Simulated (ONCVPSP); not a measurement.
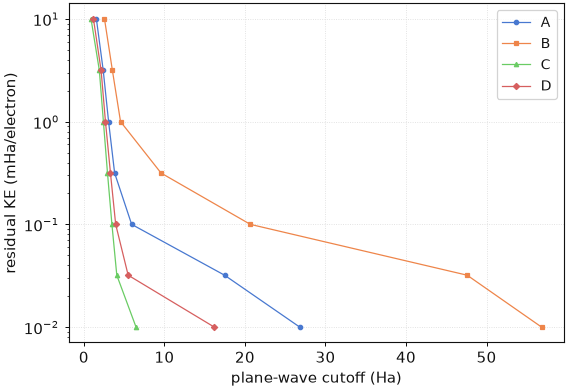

The residual kinetic energy of the 3s wave for 4 variants of one potential.

Base settings:

- Element: magnesium (Mg)
- Generator: ONCVPSP 4.0.1
- Type: optimised norm-conserving Vanderbilt (ONCV)
- Functional: LDA (Perdew-Wang 92)
- Relativity: fully relativistic
- Frozen core: [He] 2s2
- Valence charge: 8
- Reference configuration: 2p6 3s0.5 (charge +1.5)
- Partial waves: 3s: rc 2.30 bohr, ncon 4, nbas 9, qcut 2.8 1/bohr, 2 projectors, debl 2 Ha; 2p: rc 0.90 bohr, ncon 4, nbas 8, qcut 14.5 1/bohr, 2 projectors, debl 0.6 Ha; d scattering state at 0.13 Ha: rc 2.10 bohr, ncon 5, nbas 9, qcut 4.9 1/bohr, 1 projector
- Local potential: polynomial inside 0.80 bohr (lpopt 5, dvloc0 3 Ha)
- Core correction: Teter function, fcfact 2.75, rcfact 1.5

In the p channel the program set the typed energies aside and used -2.243, 0.250 Ha.

Question: The variants differ in the radius of the s channel: 1.92 bohr, 2.84 bohr, 3.12 bohr, 3.36 bohr. Which curve belongs to which value?

Answer: A: 2.84 bohr; B: 1.92 bohr; C: 3.36 bohr; D: 3.12 bohr.

Question: What did the other tests of these runs give?

Answer: A: loose cutoff 85 Ha; bound ghosts flagged none; largest test error -11 meV. B: loose cutoff 85 Ha; bound ghosts flagged none; largest test error +17 meV. C: loose cutoff 85 Ha; bound ghosts flagged none; largest test error -41 meV. D: loose cutoff 85 Ha; bound ghosts flagged none; largest test error -27 meV. The loose cutoff is the first of the cutoffs at which the residual kinetic energy of the hardest occupied pseudo-wave falls to 1 and 0.1 mHa per electron.
